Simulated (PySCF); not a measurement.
**C4H8O2Si (SMILES C=CO[SiH2]CC=O): density, localisation and related maps**

```yaml
atoms:
  - { symbol: C, position_ang: [1.9794, -0.8935, -0.4406] }
  - { symbol: C, position_ang: [2.0775, 0.4217, -0.4357] }
  - { symbol: O, position_ang: [1.1197, 1.2968, -0.0503] }
  - { symbol: Si, position_ang: [-0.3404, 1.2514, 0.6391] }
  - { symbol: C, position_ang: [-1.6052, 0.1693, -0.3481] }
  - { symbol: C, position_ang: [-1.7409, -1.1430, 0.3092] }
  - { symbol: O, position_ang: [-1.0688, -2.1170, 0.0826] }
  - { symbol: H, position_ang: [1.0875, -1.4055, -0.1241] }
  - { symbol: H, position_ang: [2.8012, -1.4973, -0.7775] }
  - { symbol: H, position_ang: [2.9701, 0.9428, -0.7625] }
  - { symbol: H, position_ang: [-0.7107, 2.6518, 0.4979] }
  - { symbol: H, position_ang: [-0.2812, 0.7707, 2.0191] }
  - { symbol: H, position_ang: [-2.5641, 0.6785, -0.3789] }
  - { symbol: H, position_ang: [-1.2172, 0.0493, -1.3591] }
  - { symbol: H, position_ang: [-2.5111, -1.1680, 1.1071] }
```

Geometry: GFN2-xTB.

Computed with PySCF, PBE0/pcSseg-1, SCF density, gas phase, non-relativistic.

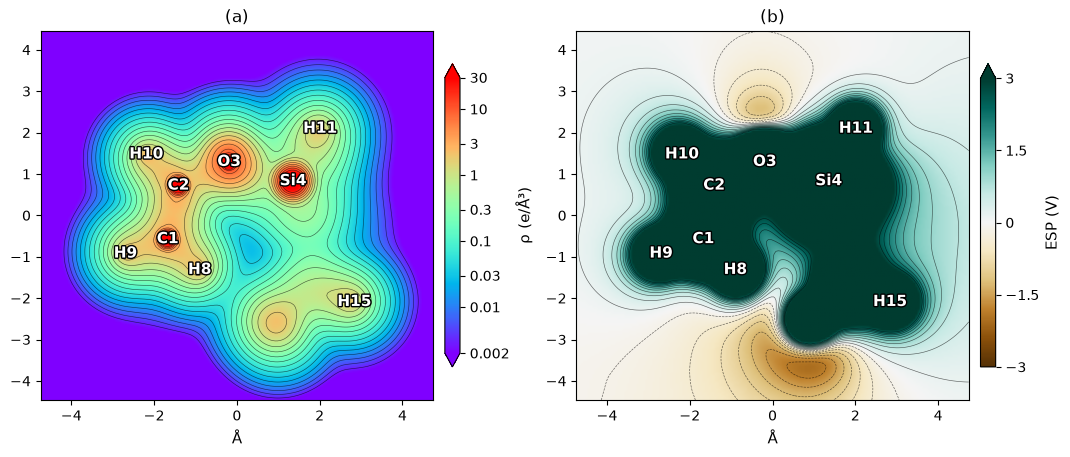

Figure 1. (a) electron density; (b) molecular electrostatic potential on the plane of atoms O3, C2 and H10.

Describe what can be read from this map.

- Atoms in the plane: C, O, Si and H.
- C–C (1.32 Å): the density is about 2.3 e/Å³ at the midpoint.
- Si–O (1.62 Å): ρ at the midpoint is about 1.1 e/Å³.
- C–H (1.07 Å): ρ is about 2 e/Å³ halfway.
- C–O (1.35 Å): the density is about 2.3 e/Å³ at the midpoint, with its minimum of 1.9 e/Å³ about 0.5 Å from C.
- Outside the dense part of the molecule the potential is most negative (−2.0 V) near O7, which lies off the plane.

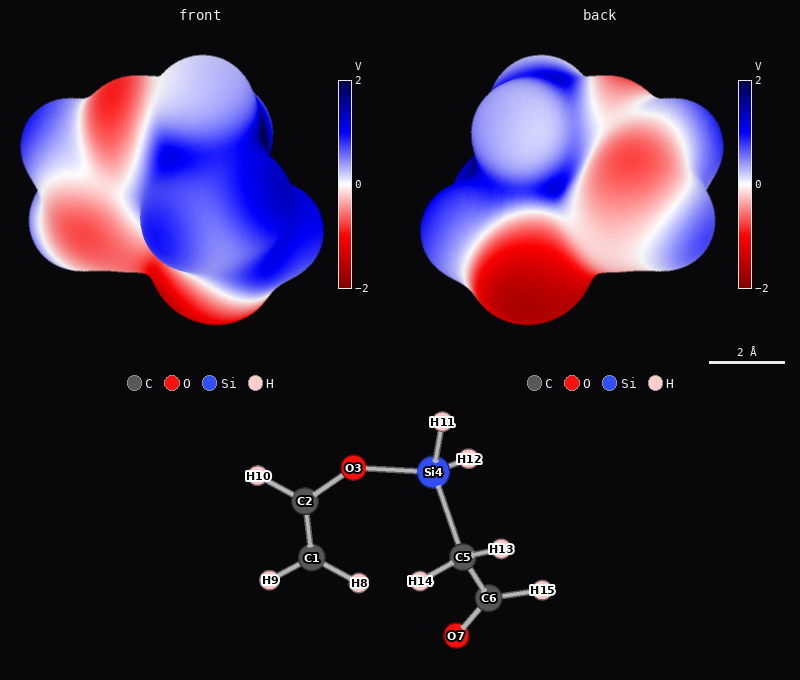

Figure 2. The electrostatic potential painted on the density surface at 0.002 e/bohr³, seen from the front and from behind; red is negative and blue positive. The bare structure is drawn below in the same view.

Which sites attract a positive test charge, and which a negative one?

A positive charge is drawn to the negative regions and a negative charge to the positive ones. The most negative region (about −1.6 V, or −37 kcal/mol for a unit charge) lies over O7, the most positive (about +1.8 V, or +42 kcal/mol for a unit charge) over Si4. O7 is the likeliest acceptor of a hydrogen bond.
